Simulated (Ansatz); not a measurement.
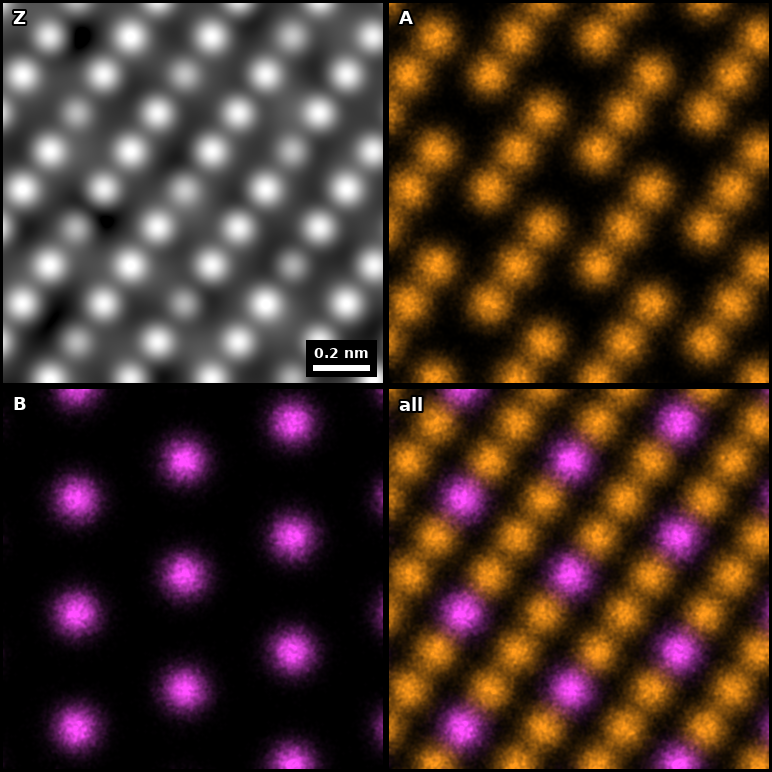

CsW₃ (Fm-3m, No. 225) along [110]. Panel Z: Simulated incoherent Z contrast: every atom adds Z^1.7 spread by a probe of 0.89 Å full width; channelling and multiple scattering are left out. The probe carries 25 % of its weight in a tail 2.5 times as wide. The display is stretched by a gamma of 0.65; percentages refer to the linear signal. The speckle of an amorphous layer was added. The other panels are simulated element maps (the number of atoms of one element along the beam, blurred by 1.2 Å, with counting noise; each on its own scale, no channelling); the last overlays them. Structure used: the geometry given to an electronic-structure calculation, possibly off equilibrium; the starting structure was generated, so it need not be a known form of this composition.

```
CELL_PARAMETERS angstrom
6.71412 0.00000 0.00000
0.00000 6.71412 0.00000
0.00000 0.00000 6.71412
ATOMIC_POSITIONS crystal
Cs 0.50000 0.00000 0.00000
W 0.25000 0.75000 0.75000
W 0.25000 0.25000 0.75000
W 0.00000 0.00000 0.00000
Cs 0.50000 0.50000 0.50000
W 0.25000 0.25000 0.25000
W 0.25000 0.75000 0.25000
W 0.00000 0.50000 0.50000
Cs 0.00000 0.00000 0.50000
W 0.75000 0.75000 0.25000
W 0.75000 0.25000 0.25000
W 0.50000 0.00000 0.50000
Cs 0.00000 0.50000 0.00000
W 0.75000 0.25000 0.75000
W 0.75000 0.75000 0.75000
W 0.50000 0.50000 0.00000
```

Q: Which element does each lettered map show?

A: W, B: Cs. The projected cell (4.11 × 4.11 Å, 109°) holds 4 columns: 3 of W and 1 of Cs. No column is shared by two of the mapped elements.
